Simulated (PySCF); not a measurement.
# C$_{2}$H$_{9}$BSi: a changed input and its effect

System: C$_{2}$H$_{9}$BSi.
Method of run 1: TDDFT B3LYP/def2-SVPD, vertical, gas phase, core orbitals frozen in the response (PySCF 2.14.0).

The geometry comes from this level: GFN2-xTB. Text and figures count atoms from 1; the logs count them from 0 in places.

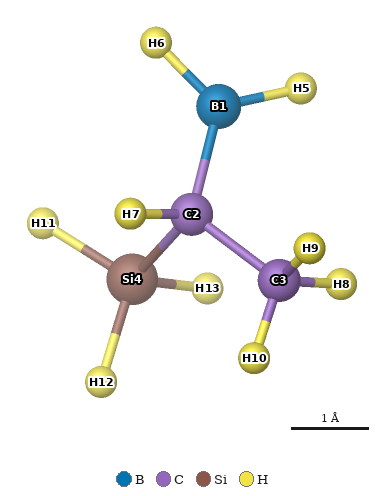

Figure 1. The structure (ball-and-stick view, seen at a tilt; atoms are numbered from 1 in the order of the input). Bond lengths as drawn: B–C 1.54 Å, B–H 1.17 Å, C–C 1.53 Å, C–H 1.09 Å, C–Si 1.93 Å and H–Si 1.46 to 1.47 Å.

### The input, run 1
```
{"job": {"kind": "uv", "xc": "B3LYP", "basis": "def2-SVPD", "nstates": 8, "ntriplets": 3}, "charge": 0, "multiplicity": 1}
B     -0.423134     1.575571    -0.238301
C     -0.295433     0.051904    -0.457537
C     -1.211417    -0.856102     0.365271
Si     1.540319    -0.310392     0.011421
H     -0.827717     1.998825     0.775994
H     -0.069127     2.321092    -1.069893
H     -0.375435    -0.234054    -1.510796
H     -1.145955    -0.614082     1.423765
H     -2.247980    -0.726268     0.055649
H     -0.955293    -1.908097     0.238889
H      2.466666     0.457567    -0.821138
H      1.754573    -1.744058    -0.215460
H      1.785543    -0.011419     1.424408
```

The first line tells a small driver script what to run in PySCF; the rest is the geometry in Å.

Launched with:
```bash
OMP_NUM_THREADS=1 python <driver script> task.json out
```

Hardware: 1 CPU thread, shared host.

### Output (run 1)
```
coarse grid: 10464 points
cycle   1  E = -395.7119916376  dE = -3.908e-02  |g| = 3.735e-01  |ddm| = 5.089e+00
cycle   2  E = -395.6894629778  dE =  2.253e-02  |g| = 4.698e-01  |ddm| = 1.267e+00
cycle   3  E = -395.7513998947  dE = -6.194e-02  |g| = 4.527e-02  |ddm| = 6.512e-01
cycle   4  E = -395.7519346528  dE = -5.348e-04  |g| = 1.684e-02  |ddm| = 1.196e-01
cycle   5  E = -395.7520157832  dE = -8.113e-05  |g| = 4.120e-03  |ddm| = 3.646e-02
cycle   6  E = -395.7520204895  dE = -4.706e-06  |g| = 6.954e-04  |ddm| = 7.779e-03
final grid: 93904 points
cycle   7  E = -395.8099575813  dE = -2.608e-05  |g| = 4.724e-03  |ddm| = 9.024e-02
cycle   8  E = -395.8099527673  dE =  4.814e-06  |g| = 6.352e-03  |ddm| = 1.416e-02
cycle   9  E = -395.8099636528  dE = -1.089e-05  |g| = 3.580e-04  |ddm| = 7.806e-03
cycle  10  E = -395.8099636855  dE = -3.276e-08  |g| = 1.346e-04  |ddm| = 7.559e-04
cycle  11  E = -395.8099636898  dE = -4.272e-09  |g| = 2.972e-05  |ddm| = 2.114e-04
cycle  12  E = -395.8099636901  dE = -2.590e-10  |g| = 6.363e-06  |ddm| = 6.875e-05
converged SCF energy = -395.8099636901

Static polarisability (au): isotropic 67.821, principal 59.723 69.459 74.281

Singlet excitations
state   eV       nm        f      main configurations
  1   5.4499    227.5   0.03953   H->L 0.92
  2   5.8808    210.8   0.00180   H-1->L 0.97
  3   6.4861    191.2   0.01653   H-2->L 0.91
  4   6.9434    178.6   0.00235   H-3->L 0.96
  5   7.3996    167.6   0.03485   H->L+1 0.68, H-4->L 0.30
  6   7.4885    165.6   0.06608   H-4->L 0.63, H->L+1 0.30
  7   7.9297    156.4   0.01811   H-5->L 0.93
  8   7.9902    155.2   0.11877   H->L+2 0.82, H->L+3 0.12

Triplet excitations (Tamm-Dancoff, eV): 4.7868 5.3026 6.0256
```

The input of run 2 differs as follows (lines with − go, lines with + come):
```diff
-B     -0.423134     1.575571    -0.238301
-C     -0.295433     0.051904    -0.457537
-C     -1.211417    -0.856102     0.365271
-Si     1.540319    -0.310392     0.011421
-H     -0.827717     1.998825     0.775994
-H     -0.069127     2.321092    -1.069893
-H     -0.375435    -0.234054    -1.510796
-H     -1.145955    -0.614082     1.423765
-H     -2.247980    -0.726268     0.055649
-H     -0.955293    -1.908097     0.238889
-H      2.466666     0.457567    -0.821138
-H      1.754573    -1.744058    -0.215460
-H      1.785543    -0.011419     1.424408
+B     -1.751564     0.589763    -0.665412
+C     -0.946214    -0.633543    -0.111991
+C      0.521761    -0.748727    -0.537533
+Si     1.618700     0.590863     0.242246
+H     -1.370016     1.191823    -1.592529
+H     -2.781720     0.865330    -0.183467
+H     -1.488464    -1.518831    -0.475915
+H     -1.012299    -0.703795     0.977633
+H      0.583894    -0.691593    -1.625686
+H      0.906459    -1.734067    -0.259460
+H      1.615185     0.430595     1.700145
+H      2.988967     0.439299    -0.255936
+H      1.110921     1.923370    -0.091069
```

Predict how the results change.

With the same method and basis, run 2 lies 4.3 kcal/mol higher. The HOMO goes from −8.11 to −8.25 eV. The dipole moment goes from 0.87 to 0.93 D. The lowest excitation goes from 5.45 to 5.51 eV. The strongest computed line goes from 7.99 to 6.98 eV. The number of SCF iterations is the same.

### Output (run 2)
```
coarse grid: 10464 points
cycle   1  E = -395.7056154338  dE = -6.011e-02  |g| = 3.760e-01  |ddm| = 4.538e+00
cycle   2  E = -395.6836776184  dE =  2.194e-02  |g| = 4.707e-01  |ddm| = 1.132e+00
cycle   3  E = -395.7449762058  dE = -6.130e-02  |g| = 4.045e-02  |ddm| = 5.752e-01
cycle   4  E = -395.7454506330  dE = -4.744e-04  |g| = 1.149e-02  |ddm| = 9.566e-02
cycle   5  E = -395.7454866104  dE = -3.598e-05  |g| = 4.309e-03  |ddm| = 2.470e-02
cycle   6  E = -395.7454913881  dE = -4.778e-06  |g| = 8.113e-04  |ddm| = 6.675e-03
final grid: 93904 points
cycle   7  E = -395.8031193832  dE = -2.542e-05  |g| = 4.619e-03  |ddm| = 7.267e-02
cycle   8  E = -395.8031148802  dE =  4.503e-06  |g| = 6.200e-03  |ddm| = 1.283e-02
cycle   9  E = -395.8031252606  dE = -1.038e-05  |g| = 2.510e-04  |ddm| = 7.059e-03
cycle  10  E = -395.8031252757  dE = -1.512e-08  |g| = 1.205e-04  |ddm| = 5.511e-04
cycle  11  E = -395.8031252792  dE = -3.515e-09  |g| = 2.871e-05  |ddm| = 1.784e-04
cycle  12  E = -395.8031252795  dE = -2.319e-10  |g| = 4.617e-06  |ddm| = 5.688e-05
converged SCF energy = -395.8031252795

Static polarisability (au): isotropic 67.028, principal 60.635 64.818 75.631

Singlet excitations
state   eV       nm        f      main configurations
  1   5.5055    225.2   0.00687   H->L 0.76, H-1->L 0.19
  2   5.8151    213.2   0.00204   H-1->L 0.45, H-2->L 0.42
  3   6.0452    205.1   0.00522   H-2->L 0.46, H-1->L 0.31, H->L 0.17
  4   6.8923    179.9   0.00054   H-3->L 0.84, H-2->L 0.11
  5   6.9803    177.6   0.02126   H-4->L 0.93
  6   7.5721    163.7   0.00753   H->L+1 0.98
  7   7.7621    159.7   0.00437   H-5->L 0.94
  8   8.1218    152.7   0.00156   H-1->L+1 0.37, H->L+3 0.29, H->L+2 0.29

Triplet excitations (Tamm-Dancoff, eV): 5.0286 5.2312 5.7665
```

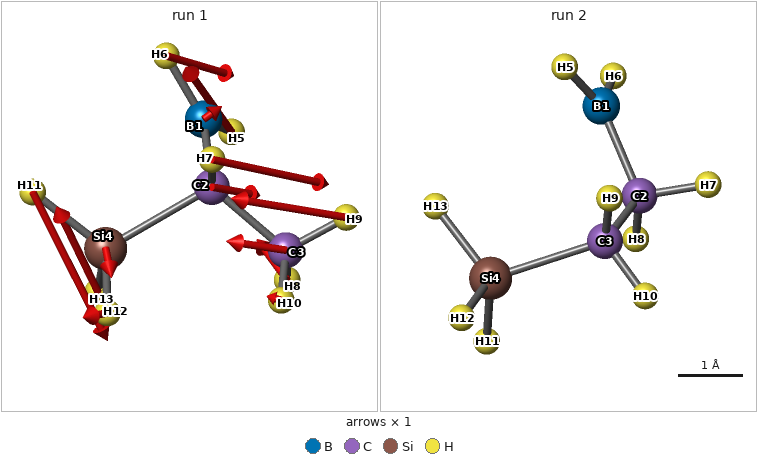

Figure 2. The two input geometries at one scale (ball-and-stick view, seen at a tilt). The red arrows on the first give the shifts of the atoms after the best rigid fit, at true length. The atom that moves furthest after the best rigid fit is H11 (2.80 Å). Largest moves by element: H 2.80 Å, C 1.15 Å, Si 0.56 Å, B 0.37 Å. Among the contacts that change: C2–H8 2.169 → 1.094 Å, C3–H8 1.088 → 2.157 Å, C2–Si4 1.929 → 2.864 Å, C3–Si4 2.828 → 1.899 Å.

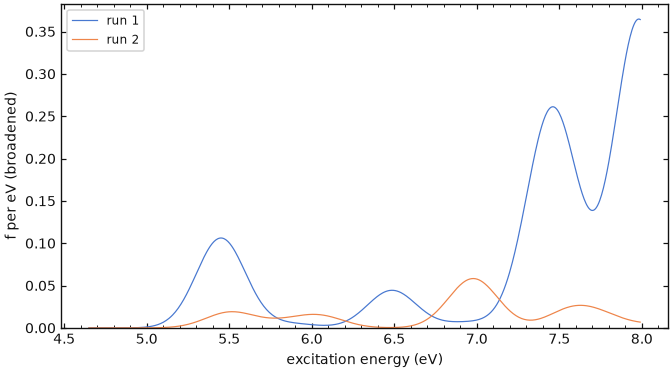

Figure 3. Absorption of the two runs from their computed states, each broadened by a Gaussian of 0.35 eV full width; the range ends where the shorter list of states ends.

### The two runs side by side

```csv
quantity,run 1,run 2
outcome,converged,converged
total energy (hartree),−395.809964,−395.803125
HOMO (eV),−8.11,−8.25
LUMO (eV),−1.60,−1.64
dipole moment (D),0.87,0.93
lowest excitation (eV),5.45,5.51
SCF iterations,12,12
strongest computed line (eV),7.99,6.98
basis functions,156,156
wall time (shared host),16 s,16 s
```
